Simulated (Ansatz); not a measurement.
WH2Cl4: geometry relaxation (part 1 of 2)

WH2Cl4, computed with RKS PBE-D4/def2-SVP (Ansatz 0.2.0).

The input holds or restrains some coordinates. It belongs to a series of runs on one base structure; here: pulled along the bonds that form and break, towards end B. Figures and captions count atoms from 1; the log counts them from 0 in places.

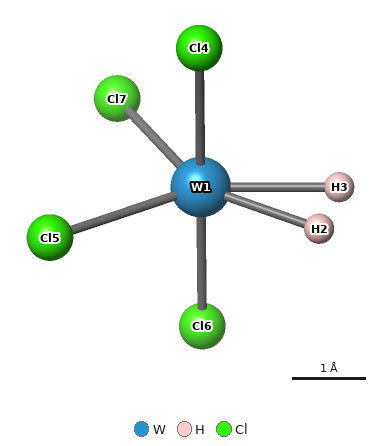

Fig. 1: The structure as given in the input (ball-and-stick view, seen at a tilt; atoms are numbered from 1 in the order of the input). Sticks mark near contacts. Bond lengths as drawn: Cl–W 2.39 Å and H–W 1.92 Å.

## Input file
```yaml
crystal:
  periodic: [false, false, false]
  atoms:
    - { symbol: W, position_ang: [0.0, 0.0, 0.0] }
    - { symbol: H, position_ang: [0.9528, 0.0, 1.6669] }
    - { symbol: H, position_ang: [1.6669, 0.0, 0.9528] }
    - { symbol: Cl, position_ang: [0.0, 2.39, 0.0] }
    - { symbol: Cl, position_ang: [-2.39, 0.0, 0.0] }
    - { symbol: Cl, position_ang: [0.0, -2.39, 0.0] }
    - { symbol: Cl, position_ang: [0.0, 0.0, -2.39] }
basis:
  gaussian: { orbitals: def2-SVP }
hamiltonian:
  xc: pbe
  dispersion: d4
relax:
  f_tol: 0.15
  max_steps: 25
  restrain:
    - { distance: [1, 2], at: 0.66, k: 30.0 }
    - { distance: [0, 1], at: 2.92, k: 30.0 }
    - { distance: [0, 2], at: 2.92, k: 30.0 }
output:
  orbitals: {}
```

Launched with:
```bash
ansatz run input.yaml --threads 4 --pin off --max-ram 5120MiB --backend cpu --events-out ev --progress --plain --runs-dir out
```

## What the program printed
```
The last accepted step is kept in [file] (removed where the run ends without a failure and the disk answers)
Engine: ansatz 0.2.0, aarch64-unknown-linux-gnu
Functional definition: PBE
  parameter kappa = 0.804
  parameter beta = 0.06672455060314922
  exchange = pbe_x(kappa = kappa, mu = beta*pi^2/3)
  correlation = pbe_c(beta = beta)
1203 factors; their error is unknown
mean field evaluation 1: about -51912.8965 eV, gradient 3.1e1 eV
mean field evaluation 2: about -51798.9023 eV, gradient 2.0e2 eV
mean field evaluation 4: about -51914.9259 eV, gradient 1.4e1 eV
mean field evaluation 8: about -51915.4503 eV, gradient 5.8e0 eV
mean field evaluation 16: about -51915.4814 eV, gradient 1.7e-1 eV
mean field evaluation 32: about -51915.4844 eV, gradient 3.1e-5 eV
mean field evaluation 64: about -51914.3953 eV, gradient 8.4e-2 eV
mean field evaluation 96: about -51914.4227 eV, gradient 1.7e0 eV
mean field evaluation 128: about -51896.3461 eV, gradient 6.2e1 eV
mean field evaluation 160: about -51915.4799 eV, gradient 4.3e-1 eV
mean field -51915.48443085 eV, -1907.8588632545 hartree, gradient 3.3e-6 eV, S^2 0.000000; 15 other end points of the search recorded, 0 dependent functions left out
the calculation of the forces begins
reference -51915.48449787 eV, -1907.8588657174 hartree; 42, 42 occupied and 72, 72 virtual orbitals, 1203 factors
WARN: the results are in doubt because the forces break the atoms' symmetry
relax step   1: F+E_penalty+E_count = -51915.79947488 eV  Δ(F+E_penalty+E_count) = +0.000e0 eV  max|allowed force component| = 1.529e0 eV/Å  E_restraint = 31.83660278 eV  max|allowed force component, restraints' pulls added| = 4.128e1 eV/Å  Δτ_max = 0.0000 Å  (620 SCF iters, accepted)
  distance H 1 - H 2 = 1.0099 Å
  distance W 0 - H 1 = 1.9200 Å
  distance W 0 - H 2 = 1.9200 Å
these checks for a lower state are left out or cut short: starts, cluster_reference, orbital_swaps, neighbouring_geometries, increment
1203 factors; their error is unknown
mean field -51915.31180224 eV, -1907.8525192700 hartree, gradient 5.1e-6 eV, S^2 0.000000; 0 other end points of the search recorded, 0 dependent functions left out
the calculation of the forces begins
reference -51915.31186994 eV, -1907.8525217582 hartree; 42, 42 occupied and 72, 72 virtual orbitals, 1203 factors
relax step   2: F+E_penalty+E_count = -51915.65332565 eV  Δ(F+E_penalty+E_count) = +1.461e-1 eV  max|allowed force component| = 1.746e0 eV/Å  E_restraint = 17.18864823 eV  max|allowed force component, restraints' pulls added| = 2.936e1 eV/Å  Δτ_max = 0.1941 Å  (78 SCF iters, accepted)
  distance H 1 - H 2 = 0.9768 Å
  distance W 0 - H 1 = 2.1970 Å
  distance W 0 - H 2 = 2.1970 Å
these checks for a lower state are left out or cut short: starts, cluster_reference, orbital_swaps, neighbouring_geometries, increment
1203 factors; their error is unknown
mean field evaluation 192: about -51914.1735 eV, gradient 1.6e2 eV
mean field -51915.35200094 eV, -1907.8539965449 hartree, gradient 1.3e-5 eV, S^2 0.000000; 0 other end points of the search recorded, 0 dependent functions left out
the calculation of the forces begins
reference -51915.35206824 eV, -1907.8539990182 hartree; 42, 42 occupied and 72, 72 virtual orbitals, 1203 factors
relax step   3: F+E_penalty+E_count = -51915.67623547 eV  Δ(F+E_penalty+E_count) = -2.291e-2 eV  max|allowed force component| = 2.855e0 eV/Å  E_restraint = 6.47393913 eV  max|allowed force component, restraints' pulls added| = 1.704e1 eV/Å  Δτ_max = 0.1950 Å  (133 SCF iters, accepted)
  distance H 1 - H 2 = 0.8639 Å
  distance W 0 - H 1 = 2.4784 Å
  distance W 0 - H 2 = 2.4784 Å
these checks for a lower state are left out or cut short: starts, cluster_reference, orbital_swaps, neighbouring_geometries, increment
1203 factors; their error is unknown
mean field evaluation 224: about -51915.2915 eV, gradient 6.2e1 eV
mean field -51915.79974288 eV, -1907.8704507579 hartree, gradient 1.4e-5 eV, S^2 0.000000; 0 other end points of the search recorded, 0 dependent functions left out
the calculation of the forces begins
reference -51915.79980926 eV, -1907.8704531971 hartree; 42, 42 occupied and 72, 72 virtual orbitals, 1203 factors
relax step   4: F+E_penalty+E_count = -51916.09807613 eV  Δ(F+E_penalty+E_count) = -4.218e-1 eV  max|allowed force component| = 3.068e0 eV/Å  E_restraint = 0.39293950 eV  max|allowed force component, restraints' pulls added| = 3.737e0 eV/Å  Δτ_max = 0.1954 Å  (68 SCF iters, accepted)
  distance H 1 - H 2 = 0.7040 Å
  distance W 0 - H 1 = 2.8099 Å
  distance W 0 - H 2 = 2.8099 Å
these checks for a lower state are left out or cut short: starts, cluster_reference, orbital_swaps, neighbouring_geometries, increment
1203 factors; their error is unknown
mean field evaluation 256: about -51916.7484 eV, gradient 1.6e-5 eV
mean field -51916.74841586 eV, -1907.9053138469 hartree, gradient 2.5e-7 eV, S^2 0.000000; 0 other end points of the search recorded, 0 dependent functions left out
the calculation of the forces begins
reference -51916.74848202 eV, -1907.9053162782 hartree; 42, 42 occupied and 72, 72 virtual orbitals, 1203 factors
relax step   5: F+E_penalty+E_count = -51917.04275803 eV  Δ(F+E_penalty+E_count) = -9.447e-1 eV  max|allowed force component| = 8.274e-1 eV/Å  E_restraint = 0.12351136 eV  max|allowed force component, restraints' pulls added| = 1.586e0 eV/Å  Δτ_max = 0.1944 Å  (128 SCF iters, accepted)
  distance H 1 - H 2 = 0.7432 Å
  distance W 0 - H 1 = 2.9457 Å
  distance W 0 - H 2 = 2.9457 Å
these checks for a lower state are left out or cut short: starts, cluster_reference, orbital_swaps, neighbouring_geometries, increment
1203 factors; their error is unknown
mean field evaluation 288: about -51916.8309 eV, gradient 1.9e-6 eV
mean field -51916.83089174 eV, -1907.9083447796 hartree, gradient 1.9e-6 eV, S^2 0.000000; 0 other end points of the search recorded, 0 dependent functions left out
the calculation of the forces begins
reference -51916.83095618 eV, -1907.9083471478 hartree; 42, 42 occupied and 72, 72 virtual orbitals, 1203 factors
relax step   6: F+E_penalty+E_count = -51917.12495197 eV  Δ(F+E_penalty+E_count) = -8.219e-2 eV  max|allowed force component| = 1.714e0 eV/Å  E_restraint = 0.06044986 eV  max|allowed force component, restraints' pulls added| = 6.437e-1 eV/Å  Δτ_max = 0.1948 Å  (50 SCF iters, accepted)
  distance H 1 - H 2 = 0.7125 Å
  distance W 0 - H 1 = 2.9452 Å
  distance W 0 - H 2 = 2.9452 Å
these checks for a lower state are left out or cut short: starts, cluster_reference, orbital_swaps, neighbouring_geometries, increment
1203 factors; their error is unknown
mean field -51916.85198162 eV, -1907.9091198183 hartree, gradient 2.1e-5 eV, S^2 0.000000; 0 other end points of the search recorded, 0 dependent functions left out
the calculation of the forces begins
reference -51916.85204569 eV, -1907.9091221729 hartree; 42, 42 occupied and 72, 72 virtual orbitals, 1203 factors
relax step   7: F+E_penalty+E_count = -51917.14814032 eV  Δ(F+E_penalty+E_count) = -2.319e-2 eV  max|allowed force component| = 1.655e0 eV/Å  E_restraint = 0.05159438 eV  max|allowed force component, restraints' pulls added| = 3.501e-1 eV/Å  Δτ_max = 0.1247 Å  (44 SCF iters, accepted)
  distance H 1 - H 2 = 0.7144 Å
  distance W 0 - H 1 = 2.9355 Å
  distance W 0 - H 2 = 2.9355 Å
these checks for a lower state are left out or cut short: starts, cluster_reference, orbital_swaps, neighbouring_geometries, increment
1203 factors; their error is unknown
mean field -51916.87351260 eV, -1907.9099110674 hartree, gradient 2.1e-5 eV, S^2 0.000000; 0 other end points of the search recorded, 0 dependent functions left out
the calculation of the forces begins
reference -51916.87357681 eV, -1907.9099134268 hartree; 42, 42 occupied and 72, 72 virtual orbitals, 1203 factors
relax step   8: F+E_penalty+E_count = -51917.17074073 eV  Δ(F+E_penalty+E_count) = -2.260e-2 eV  max|allowed force component| = 1.501e0 eV/Å  E_restraint = 0.05530229 eV  max|allowed force component, restraints' pulls added| = 3.115e-2 eV/Å  Δτ_max = 0.0596 Å  (44 SCF iters, accepted)
  distance H 1 - H 2 = 0.7192 Å
  distance W 0 - H 1 = 2.9297 Å
  distance W 0 - H 2 = 2.9297 Å
1203 factors; their error is unknown
mean field evaluation 320: about -51914.1912 eV, gradient 1.4e1 eV
mean field evaluation 352: about -51915.2088 eV, gradient 1.1e0 eV
```

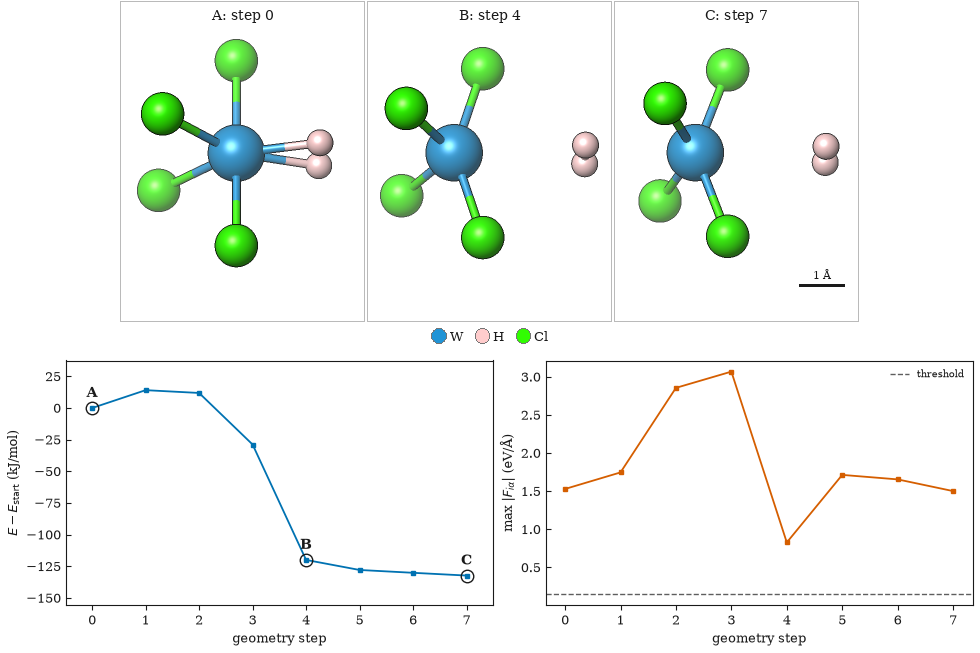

Fig. 2: Frames of the restrained relaxation (ball-and-stick view, seen at a tilt) above the curves, on which the letters mark them (the first geometry is step 0 here and step 1 in the log).

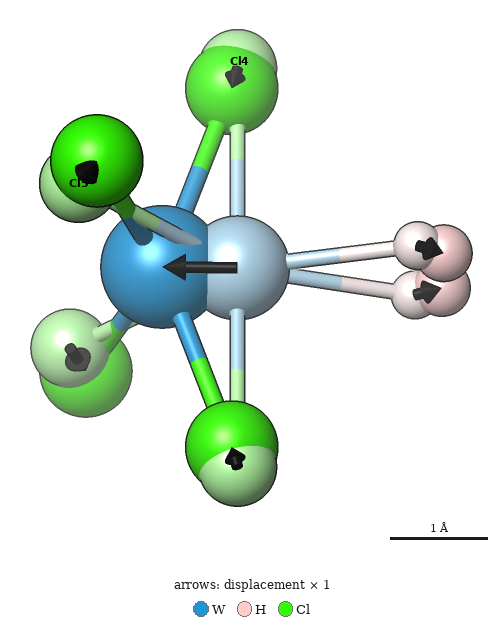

Fig. 3: Start (faint) and end (solid) with the displacements as black arrows, at true length (ball-and-stick view, seen at a tilt). The two geometries are laid on each other by the best rigid fit. Over 7 geometry steps the energy falls by 132.3 kJ/mol. The largest force component goes from 1.5 to 1.5 eV/Å. W1 moves most after the best rigid fit: 0.78 Å. By element the largest moves are W 0.78 Å, Cl 0.49 Å, H 0.31 Å. Among the contacts that change: W1–H2 1.920 → 2.930 Å, H2–H3 1.010 → 0.719 Å, W1–Cl4 2.390 → 2.267 Å. New bonds form: H2–H3 (1.01 → 0.72 Å). Bonds break: W1–H2 (1.92 → 2.93 Å), W1–H3 (1.92 → 2.93 Å). Among the angles that change: Cl5–W1–Cl7 90.0° → 142.3°, Cl4–W1–Cl6 180.0° → 142.9°, Cl4–W1–Cl5 90.0° → 95.7°. (Atoms are counted from 1 in the order of the input.)
